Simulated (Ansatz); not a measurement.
A periodic structure is given below.

```yaml
crystal:
  lattice:
    - [6.12430, 0.00000, 0.00000]
    - [0.00000, 6.12430, 0.00000]
    - [0.00000, 0.00000, 6.12430]
  atoms:
    - { symbol: Pb, position: [0.50000, 0.00000, 0.00000] }
    - { symbol: Se, position: [0.00000, 0.00000, 0.00000] }
    - { symbol: Pb, position: [0.50000, 0.50000, 0.50000] }
    - { symbol: Se, position: [0.00000, 0.50000, 0.50000] }
    - { symbol: Pb, position: [0.00000, 0.00000, 0.50000] }
    - { symbol: Se, position: [0.50000, 0.00000, 0.50000] }
    - { symbol: Pb, position: [0.00000, 0.50000, 0.00000] }
    - { symbol: Se, position: [0.50000, 0.50000, 0.00000] }
```

Q: What structure is this?

A: The compound is PbSe. Space group: Fm-3m (No. 225). Lattice: face-centred cubic. The arrangement is known as rock salt (NaCl type). Content of the cell: 4 Pb, 4 Se (Z = 4). About every Pb there are six Se in an octahedral arrangement at 3.06 Å. Se is linked to six Pb in an octahedral arrangement at 3.06 Å. The bonds build a three-dimensional framework.

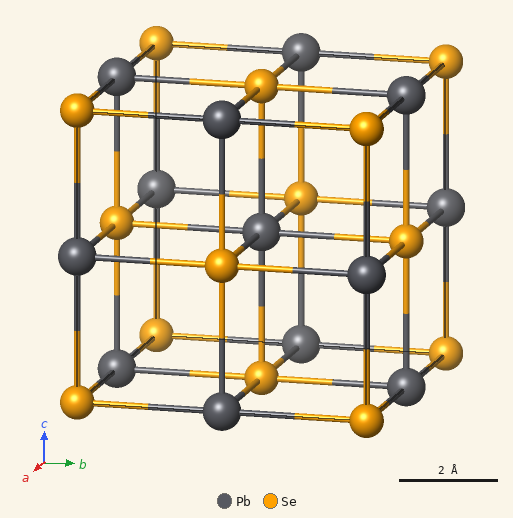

Shown here is a ball-and-stick view of the crystal, taken slightly off an axis. The wireframe shows the conventional unit cell. Colours: lead dark grey, selenium orange.

Its origin is a structure type known for this compound. Earlier steps of the study may have refined or changed the cell and positions. A calculation with Ansatz used it as input.
